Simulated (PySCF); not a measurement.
EPR calculation of C4H8NSi

System: C4H8NSi, multiplicity 2, SMILES [N]=CC1C[SiH2]C1.
Method: UKS B3LYP, pcH-1 on C H N Si, non-relativistic, mean-field spin-orbit, GIAO (PySCF 2.14.0).

It belongs to a series of runs on one base structure; here: H removed from N.

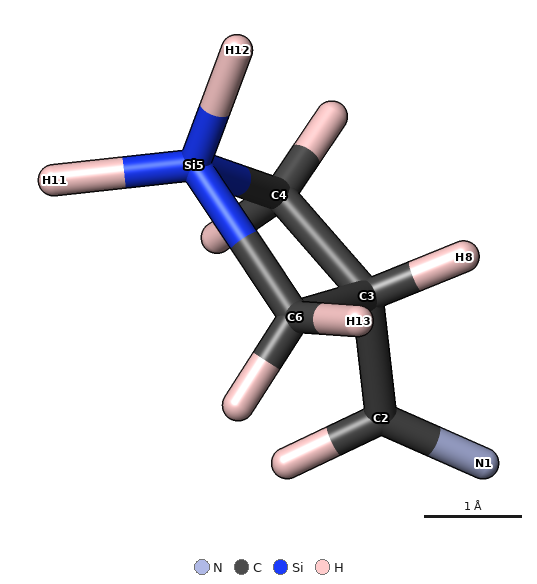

*The input geometry (stick view, seen at a tilt; atoms are numbered from 1 in the order of the input).*

Input file
```
{"job": {"kind": "epr", "basis": "pcH-1"}, "charge": 0, "multiplicity": 2}
N     -3.013917    -0.335138    -0.277034
C     -1.869997    -0.061839    -0.592986
C     -0.656701    -0.196786     0.312025
C      0.438630    -1.105541    -0.278448
Si     1.775606     0.177415     0.205919
C      0.128446     1.119650     0.467124
H     -1.594950     0.319559    -1.586464
H     -0.995963    -0.568796     1.279675
H      0.328228    -1.231419    -1.354874
H      0.461539    -2.099775     0.159962
H      2.645699     0.656194    -0.865971
H      2.508219    -0.127820     1.431446
H     -0.057907     1.628841     1.409227
H     -0.097610     1.824982    -0.331768
```

The first line tells a small driver script what to run in PySCF; the rest is the geometry in Å.

Command:
```bash
OMP_NUM_THREADS=1 python <driver script> task.json out
```

The program's output
```
UKS, coarse grid
  cycle   1  E = -501.35734256  |g| = 3.47e-01
  cycle   2  E = -501.30743505  |g| = 4.79e-01
  cycle   3  E = -501.42040977  |g| = 7.32e-02
  cycle   4  E = -501.42147661  |g| = 5.39e-02
  cycle   5  E = -501.42280122  |g| = 1.36e-02
  cycle   6  E = -501.42291479  |g| = 4.81e-03
  cycle   7  E = -501.42293814  |g| = 1.59e-03
  cycle   8  E = -501.42294437  |g| = 8.01e-04
UKS, final grid
  cycle   1  E = -501.42293407  |g| = 7.76e-04
  cycle   2  E = -501.42293421  |g| = 1.02e-03
  cycle   3  E = -501.42293471  |g| = 2.61e-04
  cycle   4  E = -501.42293479  |g| = 2.25e-04
  cycle   5  E = -501.42293487  |g| = 4.14e-05
  cycle   6  E = -501.42293487  |g| = 9.31e-06
E = -501.42293487 Eh   <S^2> = 0.7582 (exact 0.7500)
g shifts (ppm)      1          2          3
  rmc          -210       -210       -210
  gc             50         -2         -7
  oz_so        -492         86       2565
  total        -652       -126       2348
hyperfine (MHz)  atom isotope    a_iso     a_fc   dipolar eigenvalues
    0   14N      21.50      21.55    -45.42    -35.72     81.14
    1   13C     -65.87     -65.87    -16.63     -0.59     17.22
    2   13C      99.25      99.28    -11.95    -11.12     23.07
    3   13C      -4.98      -4.98     -1.18     -1.02      2.20
    4  29Si     -15.13     -15.13     -1.21      0.55      0.66
    5   13C      -4.91      -4.91     -1.20     -1.04      2.23
    6    1H     230.73     230.73     -5.21     -3.27      8.48
    7    1H      -9.11      -9.11     -8.60     -1.89     10.49
    8    1H       1.87       1.87     -1.93     -1.30      3.24
    9    1H      -0.24      -0.25     -1.70     -0.99      2.69
   10    1H       6.12       6.12     -0.61     -0.41      1.02
   11    1H       1.54       1.55     -0.59     -0.47      1.06
   12    1H      -0.26      -0.26     -1.70     -0.99      2.69
   13    1H       1.78       1.78     -1.96     -1.29      3.24
```

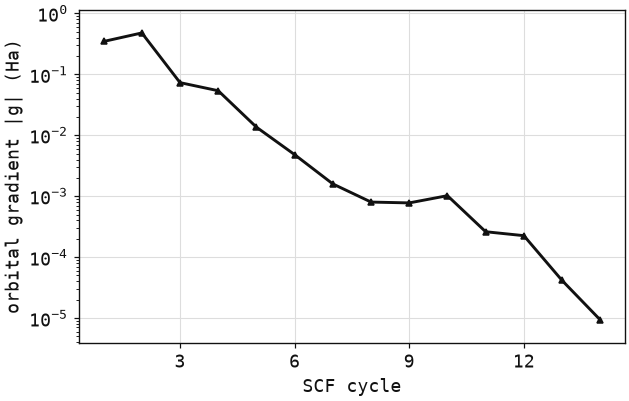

*Convergence of the self-consistent field: orbital gradient |g| against the SCF cycle.*

All cycles printed in the log are drawn one after another.

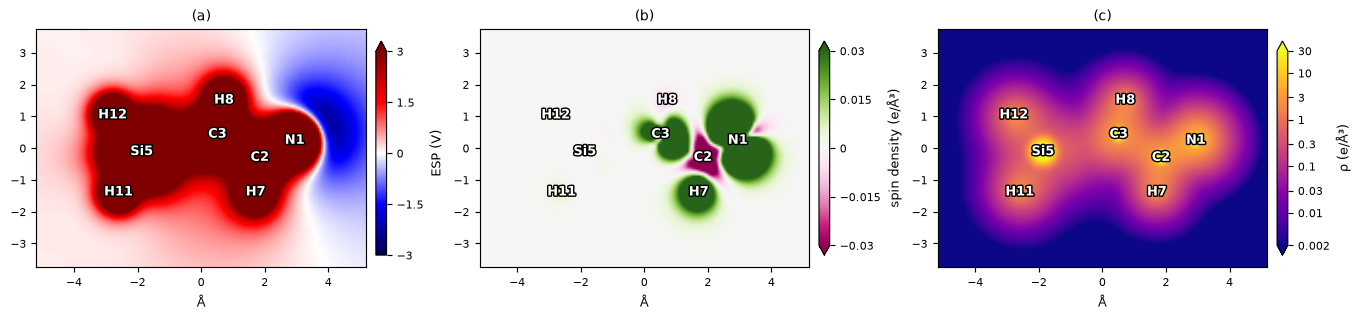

*(a) molecular electrostatic potential; (b) spin density; (c) electron density on the plane of atoms C3, C2 and H7.*

Atoms in the plane: N, C, Si and H. C–C (1.52 Å): ρ at the midpoint is about 1.6 e/Å³. C–H (1.10 Å): ρ is about 2 e/Å³ halfway. Si–H (1.46 Å): ρ at the midpoint is about 0.82 e/Å³. The unpaired spin (1 electron) lies mostly on N1 (about 0.8), C3 (about 0.1) and H7 (about 0.1), in electrons by Hirshfeld's partition.

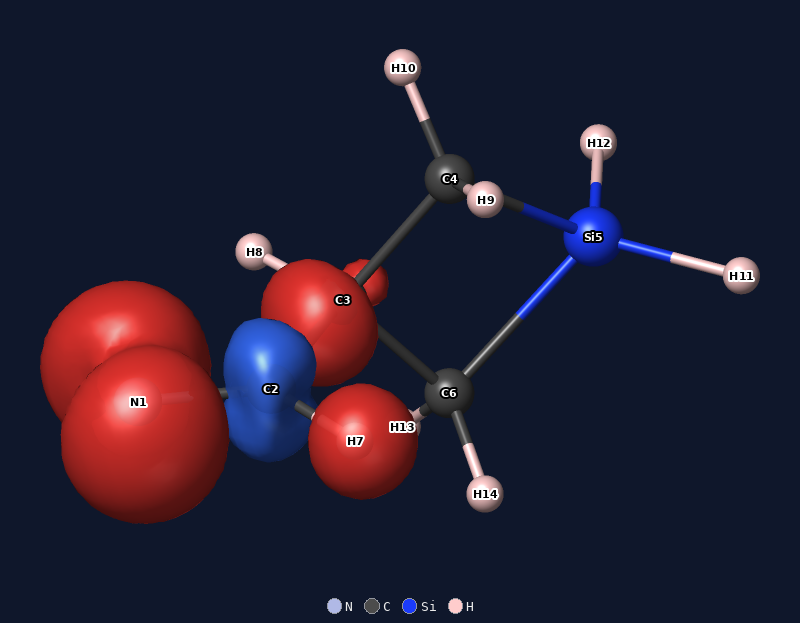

*Isosurfaces of the spin density (α minus β) at +0.04 (red) and −0.04 e/Å³ (blue), seen at an oblique angle.*

The unpaired spin (1 electron) lies mostly on N1 (about 0.8), C3 (about 0.1) and H7 (about 0.1), in electrons by Hirshfeld's partition.

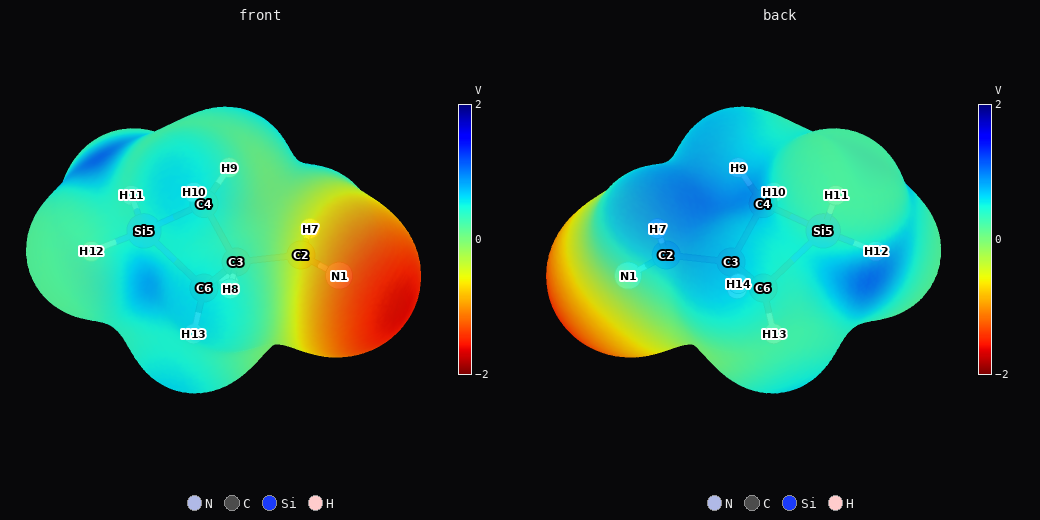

*The molecular electrostatic potential painted on the density surface at 0.001 e/bohr³, seen at a tilt and from behind; red is negative and blue positive.*

Results in brief

| quantity | value |
| --- | --- |
| outcome | converged |
| total energy | −501.422935 hartree |
| ⟨S²⟩ | 0.758 |
| isotropic g | 2.0028 |
| hardware | 1 CPU thread, shared host |
| wall time | 60 s |
| peak memory | 0.87 GiB |
